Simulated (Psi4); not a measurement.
**Si2NH7 (SMILES [SiH3]N[SiH3]): revPBE/6-31G(d) (spherical functions)**

Aim: the vertical ionisation energy of Si2NH7 at revPBE/6-31G* (spherical functions), from 2 runs. 

The results are computed with Psi4 1.11.

1 further run of the same task is left out (set aside as unsound or not needed).

## 1. The molecule

The species is Si2NH7 (10 atoms), meant as a singlet with charge 0. SMILES: `[SiH3]N[SiH3]`. The shape is that of a PBE0-D4/def2-TZVP optimisation.

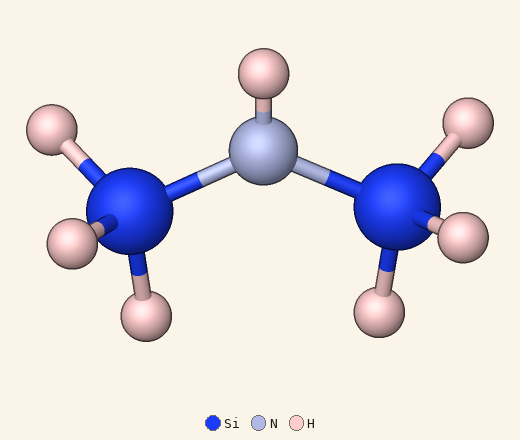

The structure, seen from a chosen angle (silicon blue, nitrogen light blue, hydrogen pink).

## 2. A single-point energy at revPBE/6-31G(d) (spherical functions)

Contents of job.json:

```json
{
 "schema_name": "qcschema_input",
 "schema_version": 1,
 "molecule": {
  "schema_name": "qcschema_molecule",
  "schema_version": 2,
  "symbols": ["Si", "N", "Si", "H", "H", "H", "H", "H", "H", "H"],
  "geometry": [-1.9706064, 1.4331494, -1.66294009, 0.22674824, 0.94563785, 0.69668533, 1.88184597, -1.76738526, 1.42748022, -2.5957467, -1.07196604, -2.75567422, -1.00586342, 3.10927978, -3.70875759, -4.29776633, 2.63344674, -0.63577946, 0.68406196, 2.48931733, 1.72520657, 0.7617297, -3.85936877, -0.06564909, 1.69553787, -2.34896737, 4.17312, 4.62005912, -1.56314366, 0.80630834],
  "molecular_charge": 0,
  "molecular_multiplicity": 1,
  "fix_symmetry": "c1"
 },
 "driver": "energy",
 "model": {
  "method": "revpbe",
  "basis": "6-31G*"
 },
 "keywords": {
  "puream": true,
  "e_convergence": 1e-09,
  "d_convergence": 1e-08,
  "scf_type": "pk",
  "dft_radial_points": 99,
  "dft_spherical_points": 590,
  "scf_properties": ["MAYER_INDICES", "WIBERG_LOWDIN_INDICES", "QUADRUPOLE"]
 }
}
```

On the command line:

```bash
psi4 --qcschema job.json -n 1 --memory 2200MB
```

stdout:

```text
[...]
  Running in c1 symmetry.
[...]
  Nuclear repulsion =  156.903590362256068
[...]
  Multiplicity = 1
[...]
  Nalpha       = 21
  Nbeta        = 21
[...]
    Number of basis functions: 64
[...]
   @RKS iter   1:  -637.43724569537892   -1.12592e-01   1.31029e-02 DIIS/ADIIS
[...]
   @RKS iter  11:  -637.77771922331385   -2.16005e-12   3.74494e-09 DIIS
[...]
    Orbital Energies [Eh]
    ---------------------
    Doubly Occupied:
       1A    -65.424605     2A    -65.424597     3A    -13.993818
       4A     -5.061345     5A     -5.061344     6A     -3.467558
       7A     -3.467552     8A     -3.466188     9A     -3.466181
      10A     -3.465659    11A     -3.465656    12A     -0.771901
      13A     -0.497252    14A     -0.483642    15A     -0.397727
      16A     -0.340278    17A     -0.324621    18A     -0.306143
      19A     -0.299533    20A     -0.292765    21A     -0.216666
[...]
  @RKS Final Energy:  -637.77771922331385
   => Energetics <=
    Nuclear Repulsion Energy =            156.9035903622560681
    One-Electron Energy =               -1193.3392088229882120
    Two-Electron Energy =                 449.9265962308916187
    DFT Exchange-Correlation Energy =     -51.2686969934731707
    Empirical Dispersion Energy =           0.0000000000000000
    VV10 Nonlocal Energy =                  0.0000000000000000
    Total Energy =                       -637.7777192233138521
[...]
 Multipole Moments:
 ------------------------------------------------------------------------------------
     Multipole            Electronic (a.u.)      Nuclear  (a.u.)        Total (a.u.)
 ------------------------------------------------------------------------------------
 L = 1.  Multiply by 2.5417464519 to convert [e a0] to [Debye]
 Dipole X            :          0.1822401           -0.0949108            0.0873294
 Dipole Y            :          0.7545576           -0.4571995            0.2973581
 Dipole Z            :          0.5543727           -0.3552558            0.1991169
 Magnitude           :                                                    0.3683691
 L = 2.  Multiply by 1.3450342976 to convert [e a0^2] to [Debye ang]
 Quadrupole XX       :       -183.6882589          155.7924007          -27.8958583
 Quadrupole XY       :        109.2471175         -108.7106591            0.5364584
[...]
```

The result, in JSON:

```text
{
 "driver": "energy",
 "model": {
  "method": "revpbe",
  "basis": "6-31G*"
 },
 "success": true,
 "return_result": -637.7777192233139,
 "properties": {
  "calcinfo_nbasis": 64,
  "calcinfo_nmo": 64,
  "calcinfo_nalpha": 21,
  "calcinfo_nbeta": 21,
  "calcinfo_natom": 10,
  "nuclear_repulsion_energy": 156.90359036225607,
  "return_energy": -637.7777192233139,
  "scf_one_electron_energy": -1193.3392088229882,
  "scf_two_electron_energy": 449.9265962308916,
  "scf_xc_energy": -51.26869699347317,
  "scf_dipole_moment": [0.08732936763237187, 0.29735807572748685, 0.19911686000317175],
  "scf_total_energy": -637.7777192233139,
  "scf_iterations": 11
 }
}
```

Wall time 23 s (1 thread of Intel Xeon at 2.70GHz, shared host); peak memory 1.2 GiB.

## 3. The doublet cation: energy and gradient at U-revPBE/6-31G(d) (spherical functions)

Contents of calc.py:

```python
import psi4

psi4.set_memory('2200 MB')
psi4.set_num_threads(1)
psi4.set_output_file('psi4.out', False)

mol = psi4.geometry("""
1 2
Si
N 1 1.725626
Si 2 1.725629 1 128.94281
H 1 1.483629 2 107.37908 3 10.1699
H 1 1.489755 4 108.97528 2 122.21035
H 1 1.488432 4 109.82499 5 117.08941
H 2 1.010983 1 115.47104 4 -173.90176
H 3 1.483631 2 107.37706 7 173.95868
H 3 1.488436 8 109.82301 2 120.70542
H 3 1.489742 8 108.97874 9 117.08866
symmetry c1
no_reorient
no_com
""")

psi4.set_options({
    'basis': '6-31G*',
    'reference': 'uks',
    'puream': True,
    'e_convergence': 1e-09,
    'd_convergence': 1e-08,
    'scf_type': 'pk',
    'dft_radial_points': 99,
    'dft_spherical_points': 590,
    'maxiter': 100,
})

E, wfn = psi4.gradient('revpbe', return_wfn=True)
print('gradient / Eh bohr^-1')
print(E.np.round(6))
print(f'energy = {wfn.energy():.10f} Eh')
```

On the command line:

```bash
python calc.py
```

psi4.out (excerpt; [...] marks lines left out):

```text
[...]
  Running in c1 symmetry.
[...]
  Nuclear repulsion =  156.903613821312916
[...]
  Multiplicity = 2
[...]
  Nalpha       = 21
  Nbeta        = 20
[...]
    Number of basis functions: 64
[...]
   @UKS iter   1:  -637.20520782150959    1.19447e-01   1.11095e-02 ADIIS/DIIS
[...]
   @UKS iter  13:  -637.44440629997484   -2.95586e-12   9.96704e-09 DIIS
[...]
   @S^2 Observed:                7.540740378E-01
[...]
  @UKS Final Energy:  -637.44440629997484
   => Energetics <=
    Nuclear Repulsion Energy =            156.9036138213129163
    One-Electron Energy =               -1183.7828406098201413
    Two-Electron Energy =                 440.3853399935775315
    DFT Exchange-Correlation Energy =     -50.9505195050452429
    Empirical Dispersion Energy =           0.0000000000000000
    VV10 Nonlocal Energy =                  0.0000000000000000
    Total Energy =                       -637.4444062999748439
[...]
 Multipole Moments:
 ------------------------------------------------------------------------------------
     Multipole            Electronic (a.u.)      Nuclear  (a.u.)        Total (a.u.)
 ------------------------------------------------------------------------------------
 L = 1.  Multiply by 2.5417464519 to convert [e a0] to [Debye]
 Dipole X            :          0.1172185            0.0249130            0.1421315
 Dipole Y            :          1.1176773           -0.5289470            0.5887302
 Dipole Z            :          0.5338828           -0.2526658            0.2812171
 Magnitude           :                                                    0.6677482
[...]
  -Total Gradient:
     Atom            X                  Y                   Z
    ------   -----------------  -----------------  -----------------
       1        0.008524004937     0.016722289774     0.048972836381
       2       -0.005748235980    -0.018630529258    -0.008901286880
       3        0.008478717637     0.048613876293    -0.017755896029
       4       -0.000627870580     0.001727790760    -0.002223164785
       5       -0.008280283040    -0.006318001448    -0.003787946168
       6        0.003545598542    -0.007994761418    -0.003395863284
       7       -0.000564189804    -0.018867566718    -0.009011677699
       8       -0.000622222356    -0.000646618037     0.002736515379
       9        0.003562355996    -0.007665033162    -0.004082942286
      10       -0.008269512427    -0.006926152543    -0.002543282953
[...]
```

On the terminal:

```text
gradient / Eh bohr^-1
[[ 0.008524  0.016722  0.048973]
 [-0.005748 -0.018631 -0.008901]
 [ 0.008479  0.048614 -0.017756]
 [-0.000628  0.001728 -0.002223]
 [-0.00828  -0.006318 -0.003788]
 [ 0.003546 -0.007995 -0.003396]
 [-0.000564 -0.018868 -0.009012]
 [-0.000622 -0.000647  0.002737]
 [ 0.003562 -0.007665 -0.004083]
 [-0.00827  -0.006926 -0.002543]]
energy = -637.4444063000 Eh
```

Wall time 44 s (1 thread of Intel Xeon at 2.70GHz, shared host); peak memory 1.2 GiB.

## 4. Outcome

Level: revPBE/6-31G* (spherical functions).

| quantity | value |
| --- | --- |
| singlet Si2NH7: total energy | -637.77772 Eh |
| singlet Si2NH7: dipole moment | 0.94 D |
| singlet Si2NH7: HOMO energy | -5.90 eV |
| singlet Si2NH7: LUMO energy | -0.37 eV |
| singlet Si2NH7: HOMO–LUMO gap | 5.52 eV |
| doublet cation: total energy | -637.44441 Eh |
| doublet cation: HOMO energy (highest over α and β) | -13.19 eV |
| doublet cation: LUMO energy (lowest over α and β) | -12.14 eV |
| doublet cation: ⟨S²⟩ | 0.754 |
| doublet cation: largest force on an atom | 2.697 eV/Å |
| vertical ionisation energy (to the doublet cation) | 9.070 eV |

**Reading.** Removing an electron at fixed nuclei costs 9.07 eV (875 kJ/mol). −ε(HOMO) before ionisation, 5.90 eV, is 3.17 eV below this ionisation energy.
